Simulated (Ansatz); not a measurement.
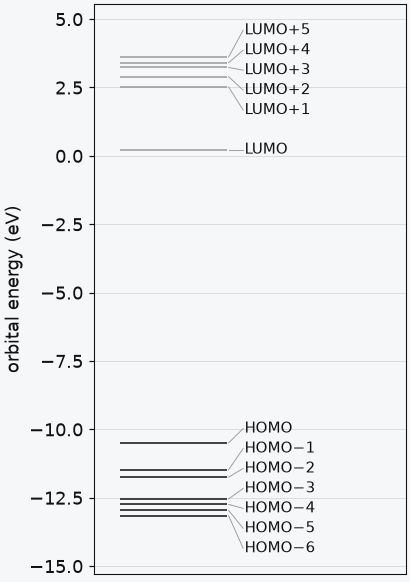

Kohn-Sham orbital energies near the frontier, LC-wPBE/def2-TZVPP in the Ansatz code 0.2.0, at a PBE0-D4/def2-TZVP geometry (a minimum by its frequencies), isolated molecule; empty levels in grey, levels within 0.03 eV side by side.

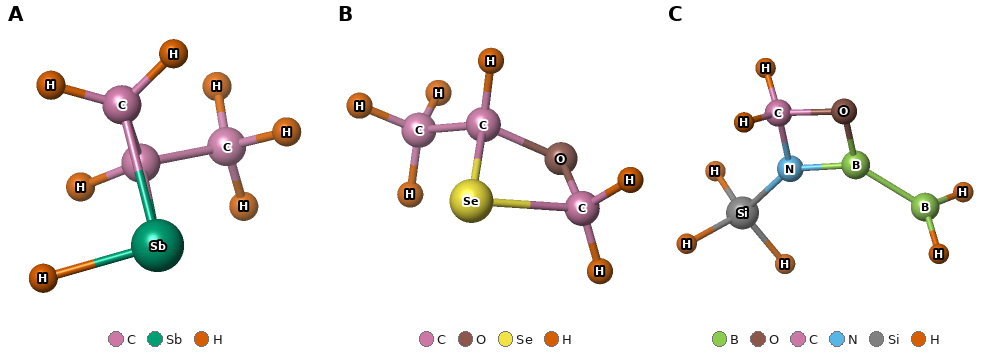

Which molecule has this level scheme? Choose among the lettered structures.

Structure C, CH₇B₂NOSi, SMILES BB1OCN1[SiH3]. HOMO −10.49 eV, LUMO 0.22 eV, separation 10.72 eV.

Caveats: empty levels above zero depend strongly on the basis.
